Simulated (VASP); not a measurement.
Band structure of Ge$_{6}$Si$_{2}$ (ordered alloy cell). Level of theory: PBEsol GGA, VASP's PBE PAW potentials (set 64) (plane waves; VASP).

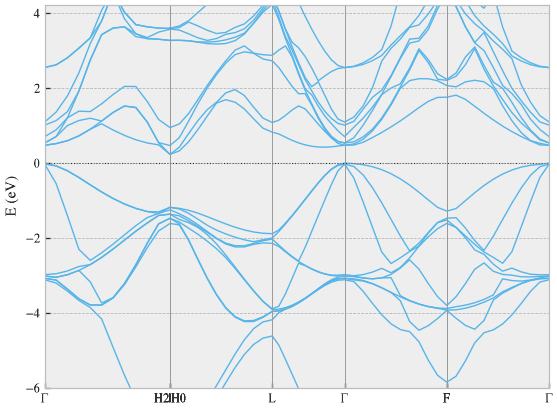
*Bands along high-symmetry lines, zero at the valence-band maximum or, without a gap, the Fermi level*

Question: Read the plot: is there a gap, and where are the band edges?

Answer: The gap is indirect, 0.23 eV, from the valence maximum at Γ to the conduction minimum at T. (Edges off the drawn lines would not show.)

The structure was generated: Ge6Si2 was put into an ordered model structure (R-3m), which need not be its known phase. It was relaxed first.
